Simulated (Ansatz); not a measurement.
SrVO3 (cubic perovskite): energy against volume

SrVO3 (cubic perovskite)

Space group Pm-3m (No. 221); a = b = c = 3.858 Å, α = β = γ = 90.00°

| atom | site | symmetry | x | y | z |
|---|---|---|---|---|---|
| Sr | 1a | m-3m | 0.0000 | 0.0000 | 0.0000 |
| V | 1b | m-3m | 0.5000 | 0.5000 | 0.5000 |
| O | 3c | 4/mm.m | 0.0000 | 0.5000 | 0.5000 |

Equation-of-state scan: isotropic scaling of the cell above, V₀ being its volume. Symmetry pins the atoms to their sites.

All values below come from PBE (plane waves to 420 eV, PAW, scalar-relativistic; Ansatz, an electronic-structure program). k mesh 12×12×12 (Γ-centred), Fermi-Dirac smearing 0.05 eV. E stands for the smeared free energy. SrVO3 is run without spin polarisation and with no Hubbard U. SrVO3 was relaxed with its symmetry unable to fall. ΔE is measured from the relaxed starting cell.

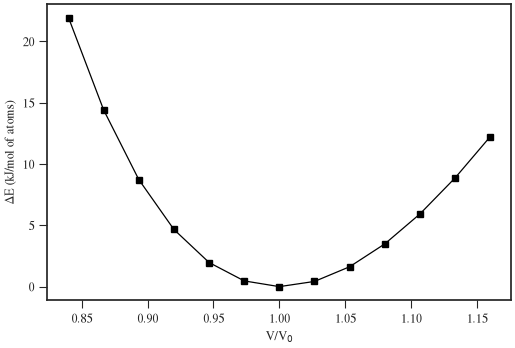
Figure: ΔE (kJ/mol of atoms) against V/V₀; computed points joined by lines.

The bulk modulus B₀ (third-order Birch-Murnaghan fit) comes out as 181 GPa and the energy cost of the largest expansion is 127 meV/atom. The pressure derivative B₀′ (fit) comes out as 4.4, the energy cost of the largest compression is 227 meV/atom and the pressure at the smallest volume is 46.4 GPa.

Check by three points about V = 11.481 Å³/atom, step 0.612: d²E/dV² ≈ (20 − 2·0 + 17) meV / 0.612² = 0.0987 eV/Å⁶, and V·d²E/dV² × 160.2 = 182 GPa.

(Under strain, the slope of the energy per volume gives the stress and its curvature an elastic modulus.)
